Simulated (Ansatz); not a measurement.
# How fast states decay through Lu2Te2Se

Aim: relax a made-up compound, Lu2Te2Se, and see how good a tunnel barrier it would be. It is built by putting Te for O in the Lu2SeO2 structure of space group P-3m1, with the volume rescaled by atomic radii. The parent structure comes from the Materials Project.

Method: r2SCAN DFT, plane waves, PAW files, in the first sound run; inputs show where later runs differ, in Ansatz 0.2.0.

The structure was built from a prototype and need not be the compound's stable phase.

## (1) The starting structure

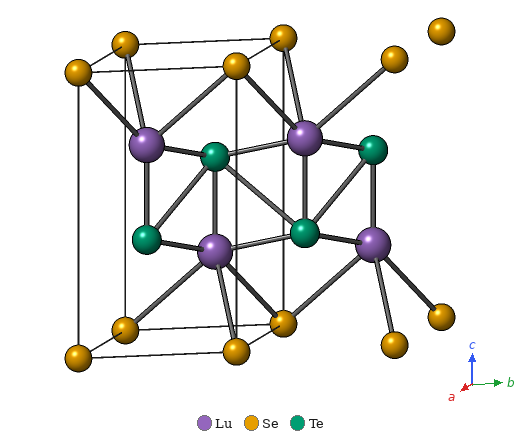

Start, viewed slightly off an axis; lutetium purple, selenium orange, tellurium teal. 1×2×1 cells are drawn. Bonds to atoms that aren't drawn are left out. Some periodic images of atoms are drawn too.

## (2) Cell and atoms at rest

The substituted atoms don't fit the parent's cell, so cell and atoms relax together. A small smearing keeps the run stable in case the gap closes on the way.

input.yaml

```yaml
crystal:
  lattice:
    - [4.1136044316, 0.0, 0.0]
    - [-2.0568022158, 3.5624859389, 0.0]
    - [0.0, 0.0, 7.3578764117]
  atoms:
    - { symbol: Lu, position: [0.3333333333, 0.6666666667, 0.29320408] }
    - { symbol: Lu, position: [0.6666666667, 0.3333333333, 0.70679592] }
    - { symbol: Se, position: [0.0, 0.0, 0.0] }
    - { symbol: Te, position: [0.3333333333, 0.6666666667, 0.62510293] }
    - { symbol: Te, position: [0.6666666667, 0.3333333333, 0.37489707] }
kpoints:
  mp_grid: { grid: [6, 6, 4] }
scf:
  occupations: { method: gaussian, width: 0.03 }
hamiltonian:
  xc: r2scan
output:
  forces: true
  stress: true
relax:
  f_tol: 0.02
  max_steps: 60
  cell: {}
```

Launch:

```bash
> ansatz run input.yaml --threads 2 --pin off --max-ram 4096MiB --backend cpu --events-out ev --progress --plain --runs-dir out
```

Numbers of over 12 decimals in the logs are rounded to 6 here.

Output:

```text
Engine: ansatz 0.2.0, aarch64-unknown-linux-gnu
Pseudopotentials: kind: paw
Pseudopotential: Lu, paw, valence charge 25, recommended cutoff 500 eV (meta_gga), Lu.paw.azcp
Pseudopotential: Se, paw, valence charge 16, recommended cutoff 500 eV (meta_gga), Se.paw.azcp
Pseudopotential: Te, paw, valence charge 16, recommended cutoff 500 eV (meta_gga), Te.paw.azcp
Functional definition: r2SCAN
  parameter k0 = 0.174
  parameter k1 = 0.065
  parameter a1 = 4.9479
  exchange = r2scan_x(k0 = k0, k1 = k1, a1 = a1)
  correlation = r2scan_c
Crystal: 5 atoms, lattice volume = 107.827 Å³
Basis set: ecut = 500 eV, 2721 PW (Γ), exchange–correlation on 128×128×216 points (64 copies of the dense FFT grid, shifted against one another)
Bands: 59, of which v1, the nominal top of the filled ones, is band 49 counted from 1 (48 counted from 0)
Symmetry: 12 space group operations
Space group: P-3m1 (ITA 164), of the structure as read, at distance tolerance 4.8e-5 Å
k-points: 24 of 144
Non-local potential: Lu, projectors of the file, l = 0: 3, l = 1: 2, l = 2: 2, l = 3: 3
Non-local potential: Se, projectors of the file, l = 0: 2, l = 1: 2, l = 2: 3, l = 3: 1
Non-local potential: Te, projectors of the file, l = 0: 2, l = 1: 2, l = 2: 2, l = 3: 2
PAW form: soft (Blöchl's): semilocal exchange-correlation on the pseudo side does not see the compensation charge
PAW frozen core: Lu, regenerated for the run's functional (the file was generated under x = pbe(κ = 0.804, μ = 0.219515), c = pbe(β = 0.066725))
PAW frozen core: Se, regenerated for the run's functional (the file was generated under x = pbe(κ = 0.804, μ = 0.219515), c = pbe(β = 0.066725))
PAW frozen core: Te, regenerated for the run's functional (the file was generated under x = pbe(κ = 0.804, μ = 0.219515), c = pbe(β = 0.066725))
PAW one-centre angular grid: Lu, 974 points (default); XC on 160 Gauss nodes
PAW one-centre angular grid: Se, 590 points (default); XC on 160 Gauss nodes
PAW one-centre angular grid: Te, 590 points (default); XC on 160 Gauss nodes
Initial density: superposition of atomic densities (neutral atoms: chi_scale 0, normalization atom), corrected by the library's trained network
Initial wavefunctions: pseudopotential atomic-orbital guess
Functional: x = r2scan, c = r2scan; τ floored in thin density (d = 2e-4 eV/Å³)
SCF iter   1: F=—  HF=-48950.903182 eV  |F-HF|=—  |Δ(HF+E_count)|=         —  Δρ=1.11e-2  dr2=2.31e-1  dr2_τ=1.77e-1  ethr=1.77e-3  ⟨swp⟩=7.6  Hψ=7083  notcnv=0  defer=11
preconditioner: auto → LDOS  [insulator: Δε(μ)=0.578 eV  Ē_g=13.844 eV  σ=0.030 eV  W_gap=0.50  n_scr=36 (ndim 8)  ℏωp=28.6 eV  f_vac=0.034  D(μ)=0.52/eV (n_scr^D=2)  ε∞_Penn≈5.3  β→1.0]
SCF iter   2: F=—  HF=-48951.608193 eV  |F-HF|=—  |Δ(HF+E_count)|=   7.05e-1  Δρ=2.45e-2  dr2=1.08e0  dr2_τ=3.51e-2  ethr=2.36e-4  ⟨swp⟩=5.1  Hψ=4649  notcnv=0  defer=93  recentre
SCF iter   3: F=—  HF=-48951.110060 eV  |F-HF|=—  |Δ(HF+E_count)|=   4.98e-1  Δρ=4.35e-3  dr2=2.70e-2  dr2_τ=7.17e-4  ethr=2.36e-4  ⟨swp⟩=4.5  Hψ=3982  notcnv=0  defer=92
SCF iter   4: F=—  HF=-48951.102930 eV  |F-HF|=—  |Δ(HF+E_count)|=   7.13e-3  Δρ=7.49e-4  dr2=4.78e-4  dr2_τ=7.05e-5  ethr=2.76e-5  ⟨swp⟩=4.0  Hψ=3513  notcnv=0  defer=75
automatic band count: iteration 4 solves 58 bands in place of 59: the levels show a gap, and the empty bands left out lie too high to hold charge; the band table lists the bands solved (type scf.n_extra_bands for more)
SCF iter   5: F=—  HF=-48951.103105 eV  |F-HF|=—  |Δ(HF+E_count)|=   1.76e-4  Δρ=2.47e-4  dr2=4.83e-5  dr2_τ=4.01e-6  ethr=4.87e-7  ⟨swp⟩=2.9  Hψ=3137  notcnv=0  defer=51
automatic band count: iteration 5 solves 57 bands in place of 58: the levels show a gap, and the empty bands left out lie too high to hold charge; the band table lists the bands solved (type scf.n_extra_bands for more)
SCF iter   6: F=—  HF=-48951.103095 eV  |F-HF|=—  |Δ(HF+E_count)|=   1.05e-5  Δρ=1.01e-4  dr2=1.93e-5  dr2_τ=1.03e-6  ethr=4.93e-8  ⟨swp⟩=3.0  Hψ=3160  notcnv=0  defer=51
SCF iter   7: F=—  HF=-48951.103092 eV  |F-HF|=—  |Δ(HF+E_count)|=   2.55e-6  Δρ=4.11e-5  dr2=7.51e-7  dr2_τ=1.15e-7  ethr=1.97e-8  ⟨swp⟩=2.4  Hψ=2783  notcnv=0  defer=51
SCF iter   8: F=-48951.103094 eV  HF=-48951.103094 eV  |F-HF|=3.30e-8  |Δ(HF+E_count)|=   1.38e-6  Δρ=1.09e-5  dr2=9.97e-8  dr2_τ=8.45e-9  ethr=1.02e-10  ⟨swp⟩=7.0  Hψ=7793  notcnv=0
SCF 1 converged in 8 iterations: F = -48951.103094 eV  dr2 = 9.97e-8
  greatest PAW one-centre occupation: 1.000 electrons in one spin orbital (limit 2), on the Se atom at site 2 (counted from 0), in its partial waves of l = 2
relax step   1: F+E_penalty+E_count = -48951.10309369 eV  Δ(F+E_penalty+E_count) = +0.000e0 eV  max|allowed force component| = 1.104e1 eV/Å  Δτ_max = 0.0000 Å  P = +60.483 GPa  Ω = 107.827 Å³  (8 SCF iters, dr2 threshold 1.00e-7 eV, accepted)
Crystal: 5 atoms, lattice volume = 119.694 Å³
Basis set: ecut = 500 eV, 3045 PW (Γ), exchange–correlation on 128×128×216 points (64 copies of the dense FFT grid, shifted against one another)
Initial density: handed on by an earlier stage of this run
Initial wavefunctions: those handed on with the density
iter 1 solved again at ethr=3.04e-3 eV; its pass at ethr=3.10e-3 eV (dr2=2.97e0 eV) is discarded
SCF iter   1: F=—  HF=-48957.200157 eV  |F-HF|=—  |Δ(HF+E_count)|=         —  Δρ=3.35e-2  dr2=2.94e0  dr2_τ=8.12e0  ethr=3.04e-3  ⟨swp⟩=2.0  Hψ=8770  notcnv=0
automatic band count: iteration 1 solves 57 bands in place of 59: the levels show a gap, and the empty bands left out lie too high to hold charge; the band table lists the bands solved (type scf.n_extra_bands for more)
preconditioner: auto → Resta (q_TF=auto, 2.639 Å⁻¹)  ε∞=8.9  [insulator: Δε(μ)=0.604 eV  Ē_g=8.692 eV  σ=0.030 eV  W_gap=1.00  n_scr=36 (ndim 8)  ℏωp=24.5 eV  f_vac=0.045  D(μ)=0.00/eV (n_scr^D=0)  ε∞_Penn≈8.9]
SCF iter   2: F=—  HF=-48957.862693 eV  |F-HF|=—  |Δ(HF+E_count)|=   6.63e-1  Δρ=1.35e-2  dr2=4.77e-1  dr2_τ=1.24e-2  ethr=3.00e-3  ⟨swp⟩=4.2  Hψ=3541  notcnv=0
SCF iter   3: F=—  HF=-48957.806178 eV  |F-HF|=—  |Δ(HF+E_count)|=   5.65e-2  Δρ=6.75e-3  dr2=5.35e-2  dr2_τ=1.84e-3  ethr=4.87e-4  ⟨swp⟩=4.8  Hψ=3694  notcnv=0  defer=53
SCF iter   4: F=—  HF=-48957.791758 eV  |F-HF|=—  |Δ(HF+E_count)|=   1.44e-2  Δρ=4.33e-3  dr2=1.67e-2  dr2_τ=1.14e-3  ethr=5.46e-5  ⟨swp⟩=4.0  Hψ=3642  notcnv=0  defer=53
SCF iter   5: F=—  HF=-48957.787205 eV  |F-HF|=—  |Δ(HF+E_count)|=   4.55e-3  Δρ=1.18e-3  dr2=2.08e-3  dr2_τ=1.05e-4  ethr=1.70e-5  ⟨swp⟩=3.2  Hψ=2989  notcnv=0  defer=58
[...]
relax step   9: F+E_penalty+E_count = -48963.16711992 eV  Δ(F+E_penalty+E_count) = -1.245e-1 eV  max|allowed force component| = 3.883e-1 eV/Å  Δτ_max = 0.0391 Å  P = -0.095 GPa  Ω = 154.263 Å³  energy of the carried Pulay correction = -8.771e-3 eV  (8 SCF iters, dr2 threshold 5.00e-7 eV, accepted)
relax step  10: F+E_penalty+E_count = -48963.22933574 eV  Δ(F+E_penalty+E_count) = -6.222e-2 eV  max|allowed force component| = 1.501e-1 eV/Å  Δτ_max = 0.0218 Å  P = +0.234 GPa  Ω = 152.247 Å³  energy of the carried Pulay correction = -8.454e-3 eV  (9 SCF iters, dr2 threshold 5.00e-7 eV, accepted)
relax step  11: F+E_penalty+E_count = -48963.23425231 eV  Δ(F+E_penalty+E_count) = -4.917e-3 eV  max|allowed force component| = 2.127e-2 eV/Å  Δτ_max = 0.0212 Å  P = +0.249 GPa  Ω = 152.100 Å³  energy of the carried Pulay correction = -8.431e-3 eV  (7 SCF iters, dr2 threshold 5.00e-7 eV, accepted)
relax step  12: F+E_penalty+E_count = -48963.23465331 eV  Δ(F+E_penalty+E_count) = -4.010e-4 eV  max|allowed force component| = 8.845e-3 eV/Å  Δτ_max = 0.0041 Å  P = -0.040 GPa  Ω = 152.938 Å³  energy of the carried Pulay correction = -8.563e-3 eV  (7 SCF iters, dr2 threshold 1.56e-7 eV, accepted)
relax step  13: F+E_penalty+E_count = -48963.23468715 eV  Δ(F+E_penalty+E_count) = -3.384e-5 eV  max|allowed force component| = 1.007e-3 eV/Å  Δτ_max = 0.0004 Å  P = -0.001 GPa  Ω = 152.869 Å³  energy of the carried Pulay correction = -8.552e-3 eV  (6 SCF iters, dr2 threshold 1.29e-8 eV, accepted)
relax step  14: F+E_penalty+E_count = -48963.31636980 eV  Δ(F+E_penalty+E_count) = -8.168e-2 eV  max|allowed force component| = 4.850e-3 eV/Å  Δτ_max = 0.0000 Å  P = +0.708 GPa  Ω = 152.869 Å³  stress off target by 1.90e0 GPa  SCF on the basis re-selected at this cell (its energy is not comparable with the rows above)  (10 SCF iters)
relax step  15: F+E_penalty+E_count = -48963.34905927 eV  Δ(F+E_penalty+E_count) = -3.269e-2 eV  max|allowed force component| = 1.148e-1 eV/Å  Δτ_max = 0.0447 Å  P = +0.509 GPa  Ω = 156.248 Å³  energy of the carried Pulay correction = -5.001e-4 eV  (8 SCF iters, dr2 threshold 5.00e-7 eV, accepted)
relax step  16: F+E_penalty+E_count = -48963.36209562 eV  Δ(F+E_penalty+E_count) = -1.304e-2 eV  max|allowed force component| = 3.349e-2 eV/Å  Δτ_max = 0.0491 Å  P = +0.064 GPa  Ω = 160.378 Å³  energy of the carried Pulay correction = -1.171e-3 eV  (9 SCF iters, dr2 threshold 5.00e-7 eV, accepted)
relax step  17: F+E_penalty+E_count = -48963.36256372 eV  Δ(F+E_penalty+E_count) = -4.681e-4 eV  max|allowed force component| = 6.024e-3 eV/Å  Δτ_max = 0.0038 Å  P = +0.014 GPa  Ω = 160.315 Å³  energy of the carried Pulay correction = -1.158e-3 eV  (7 SCF iters, dr2 threshold 1.23e-7 eV, accepted)
Basis set: ecut = 500 eV, 4113 PW (Γ), exchange–correlation on 128×128×320 points (64 copies of the dense FFT grid, shifted against one another)
iter 1 solved again at ethr=9.36e-8 eV; its pass at ethr=3.10e-3 eV (dr2=9.17e-5 eV) is discarded
SCF iter   1: F=—  HF=-48963.363367 eV  |F-HF|=—  |Δ(HF+E_count)|=         —  Δρ=1.80e-4  dr2=2.42e-6  dr2_τ=1.30e-5  ethr=9.36e-8  ⟨swp⟩=4.0  Hψ=10466  notcnv=0
preconditioner: auto → Resta (q_TF=auto, 2.513 Å⁻¹)  ε∞=6.8  [insulator: Δε(μ)=1.141 eV  Ē_g=8.747 eV  σ=0.030 eV  W_gap=1.00  n_scr=50 (ndim 8)  ℏωp=21.1 eV  f_vac=0.126  D(μ)=0.00/eV (n_scr^D=0)  ε∞_Penn≈6.8]
SCF iter   2: F=—  HF=-48963.363949 eV  |F-HF|=—  |Δ(HF+E_count)|=   5.82e-4  Δρ=9.12e-5  dr2=6.55e-7  dr2_τ=3.79e-6  ethr=2.47e-9  ⟨swp⟩=2.7  Hψ=2617  notcnv=0
SCF iter   3: F=—  HF=-48963.364037 eV  |F-HF|=—  |Δ(HF+E_count)|=   8.79e-5  Δρ=2.93e-5  dr2=1.55e-7  dr2_τ=3.49e-7  ethr=6.68e-10  ⟨swp⟩=3.3  Hψ=3054  notcnv=0
SCF iter   4: F=—  HF=-48963.364046 eV  |F-HF|=—  |Δ(HF+E_count)|=   8.75e-6  Δρ=5.31e-6  dr2=2.04e-8  dr2_τ=2.13e-9  ethr=1.58e-10  ⟨swp⟩=3.1  Hψ=2972  notcnv=0
SCF iter   5: F=—  HF=-48963.364046 eV  |F-HF|=—  |Δ(HF+E_count)|=   3.29e-8  Δρ=9.70e-7  dr2=1.66e-9  dr2_τ=1.31e-10  ethr=2.08e-11  ⟨swp⟩=2.0  Hψ=2592  notcnv=0
SCF iter   6: F=—  HF=-48963.364046 eV  |F-HF|=—  |Δ(HF+E_count)|=   1.82e-9  Δρ=3.48e-7  dr2=4.18e-10  dr2_τ=1.80e-11  ethr=1.70e-12  ⟨swp⟩=2.0  Hψ=2591  notcnv=0
SCF iter   7: F=—  HF=-48963.364046 eV  |F-HF|=—  |Δ(HF+E_count)|=  5.82e-11  Δρ=1.78e-7  dr2=1.52e-10  dr2_τ=3.25e-12  ethr=1.00e-12  ⟨swp⟩=2.0  Hψ=2529  notcnv=0
SCF iter   8: F=-48963.364046 eV  HF=-48963.364046 eV  |F-HF|=1.46e-11  |Δ(HF+E_count)|=  2.18e-11  Δρ=8.04e-8  dr2=2.44e-11  dr2_τ=6.73e-13  ethr=1.00e-12  ⟨swp⟩=4.8  Hψ=6800  notcnv=0
SCF 18 converged in 8 iterations: F = -48963.364046 eV  dr2 = 2.44e-11
relax step  18: F+E_penalty+E_count = -48963.36404561 eV  Δ(F+E_penalty+E_count) = -1.482e-3 eV  max|allowed force component| = 5.956e-3 eV/Å  Δτ_max = 0.0000 Å  P = +0.015 GPa  Ω = 160.315 Å³  stress off target by 2.55e-2 GPa  SCF on the basis re-selected at this cell (its energy is not comparable with the rows above)  (8 SCF iters)
basis re-selected at this cell: Δ(F+E_penalty+E_count) = -1.482e-3 eV, ΔP = +0.001 GPa vs the last step (what re-selecting the basis moved, of the pressure what is left beyond the Pulay correction that the steps carried, after the strain that the cell walked since its last selection, with what the two solves' SCF thresholds leave and, on support functions, any second-order correction that the steps lacked; it is no measure of the basis error at this ecutwfc). The dense FFT grid was sized anew with the basis: this SCF ran on 32×32×80 points, the steps before it on 32×32×75, so part of this shift can come from that change (see relax.cell in the input reference). [rest of the remark cut]
SCF converged after 8 iterations
Free energy (F): -48963.364046 eV
Harris-Foulkes:  -48963.364046 eV  (|F-HF|=1.46e-11)
Internal energy: -48963.364046 eV  (E = F + TS)
E sigma→0 (E₀):  -48963.364046 eV
Fermi energy:    9.384024 eV
--- Per-component energies (eV) ---
  E_band       = -1160.281900
  E_kinetic    = 1317.154364
  E_local      = -23607.360350  (includes V_loc(G=0)·N_el)
  E_nonlocal   = -75.322850
  E_hartree    = 10959.754464
  E_xc         = -759.557845
  E_vxc        = -915.121802  (∫ρ·V_xc dr)
  E_paw        = -26064.928967  (= ΣΔE_a)
  E_vpaw       = 150.429138  (= ΣTr[D̂ρ^β])
  E_aug_tail   = -0.000254  (compensation charges beyond the density's cutoff)
  E_vtau       = 50.431141  (kinetic-family band-sum trace: ∫τ·v_τ [+ j·A + Jᵃ·Aᵃ] dr)
  E_ewald      = -10733.262594
  E_core_change = 0.159987  (= ΣΔE_core)
  E_smearing   = -0.000000  (= −TS)
  E_closure    = -0.000000  (closes the sum)
  Σ components = -48963.364046   (vs F -48963.364046, Δ=0.00e0)
--- Forces (eV/Å), atoms counted from 1 ---
  atom   1  Lu     0.00000000     0.00000000     0.00143842
  atom   2  Lu     0.00000000    -0.00000000    -0.00143842
  atom   3  Se    -0.00000000     0.00000000     0.00000000
  atom   4  Te     0.00000000    -0.00000000     0.00595646
  atom   5  Te    -0.00000000     0.00000000    -0.00595646
  max |Σ_I F_I| component: 9.25e-18 eV/Å
--- Stress (GPa, compression-positive) ---
        0.025457       0.000000       0.000000
        0.000000       0.025457      -0.000000
        0.000000      -0.000000      -0.006021
  P = ⅓ Tr σ = 0.0150 GPa (0.150 kbar)
--- Relaxed structure (16 steps of the walk, 16 accepted, 2 SCFs on fresh bases) ---
  F+E_penalty+E_count = -48963.36404561 eV   max|allowed force component| = 5.956e-3 eV/Å   (the final SCF, on the basis selected at the relaxed cell)
  cell:  # Å, volume = 160.3146 Å³
    - [4.181063, 0, 1.387106209355563e-16]
    - [-2.090532, 3.620907, -6.935531046777815e-17]
    - [2.481073770710107e-16, 0, 10.589344]
  atoms:
    - { symbol: Lu, position: [0.333333, 0.666667, 0.168738] }
    - { symbol: Lu, position: [0.666667, 0.333333, 0.831262] }
    - { symbol: Se, position: [0, 0, 2.4401589496406998e-18] }
    - { symbol: Te, position: [0.333333, 0.666667, 0.678616] }
    - { symbol: Te, position: [0.666667, 0.333333, 0.321384] }
```

Run time: 3.7 min. Hardware: 2 threads of Arm Neoverse V2, shared host; peak memory 0.93 GiB; 7.4 min of CPU time.

The steps of the relaxation:

```tsv
step	energy less that of the first step (eV)	largest force component (eV/Å)	pressure (GPa)	volume (Å³)
1	0.0000	11.0435	60.48	107.83
2	-6.6837	5.2040	30.21	119.69
3	-9.5898	2.4733	13.87	129.96
4	-10.5741	1.3889	3.49	140.57
5	-10.7320	1.3622	1.93	143.82
6	-11.2832	0.8835	-0.90	151.93
7	-11.6839	0.4232	-1.27	154.61
8	-11.9395	0.1264	-0.24	154.39
9	-12.0640	0.3883	-0.10	154.26
10	-12.1262	0.1501	0.23	152.25
11	-12.1312	0.0213	0.25	152.10
12	-12.1316	0.0088	-0.04	152.94
13	-12.1316	0.0010	0.00	152.87
14*	-12.2133	0.0049	0.71	152.87
15	-12.2460	0.1148	0.51	156.25
16	-12.2590	0.0335	0.06	160.38
17	-12.2595	0.0060	0.01	160.31
18*	-12.2610	0.0060	0.01	160.31
```

Relaxation steps marked * repeat the geometry before them on a plane-wave basis chosen anew for their cell, so energy and pressure can jump there.

Forces are held to the 12 operations that the run works with; a distortion that breaks them can't arise in this run.

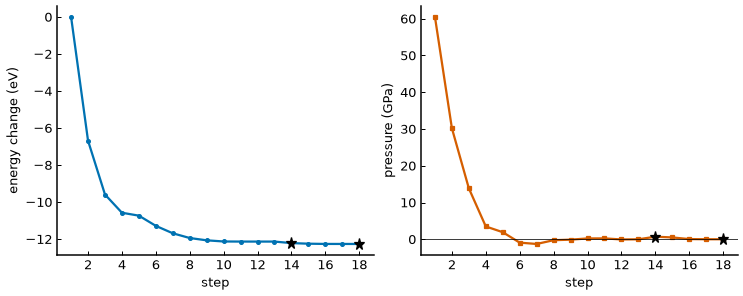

Energy and pressure along the relaxation. Stars mark steps on a basis chosen anew.

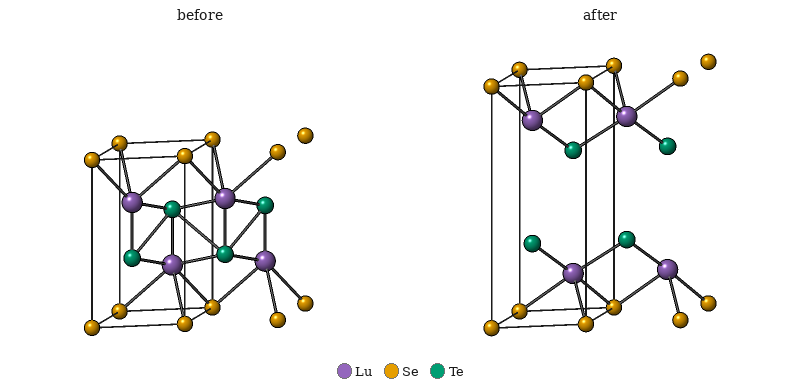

Before and after, at one scale. Bonds to atoms that aren't drawn are left out.

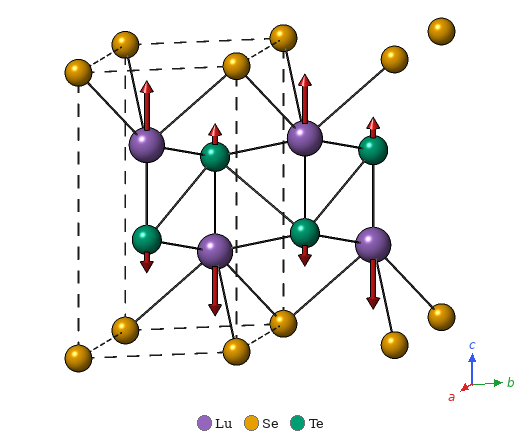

Displacements in the relaxation, scaled, measured against the changing cell; the longest in the cell stands for 1.32 Å. Bonds to atoms that aren't drawn are left out. 1×2×1 cells are drawn. Some periodic images of atoms are drawn too.

```tsv
cell as run	before	after	change
a (Å)	4.114	4.181	+1.6 %
b (Å)	4.114	4.181	+1.6 %
c (Å)	7.358	10.589	+43.9 %
volume (Å³/atom)	21.57	32.06	+48.7 %
```

The atoms that moved most (Å, as changes of fractional coordinates times the final cell):

```tsv
atom	dx	dy	dz	length
Lu2	0.000	0.000	1.318	1.318
Lu1	0.000	0.000	-1.318	1.318
Te4	0.000	0.000	0.567	0.567
Te5	0.000	0.000	-0.567	0.567
```

The relaxed structure:

```cif
data_structure
_symmetry_space_group_name_H-M 'P 1'
_symmetry_Int_Tables_number 1
_cell_length_a 4.1811
_cell_length_b 4.1811
_cell_length_c 10.5893
_cell_angle_alpha 90.000
_cell_angle_beta 90.000
_cell_angle_gamma 120.000
_cell_volume 160.31
loop_
_atom_site_label
_atom_site_type_symbol
_atom_site_fract_x
_atom_site_fract_y
_atom_site_fract_z
_atom_site_occupancy
Lu1 Lu 0.33333 0.66667 0.16874 1
Lu2 Lu 0.66667 0.33333 0.83126 1
Se3 Se 0.00000 0.00000 0.00000 1
Te4 Te 0.33333 0.66667 0.67862 1
Te5 Te 0.66667 0.33333 0.32138 1
```

This step gave:

* free energy: -48963.3640 eV
* Fermi energy: 9.384 eV
* pressure: 0.01496 GPa

The largest force component on a free atom ends at 0.0060 eV/Å.

(Part 1 of 3 ends here.)

[Logs are printed without paths, hosts, clocks, repeated set-up lines and the standing remarks that a program may print on its own settings, such as how far it seeks lower states.]

[Hosts, paths, dates, database ids (printed as entryN), source tags and the programs' standing remarks are cut or masked in the printed files.]
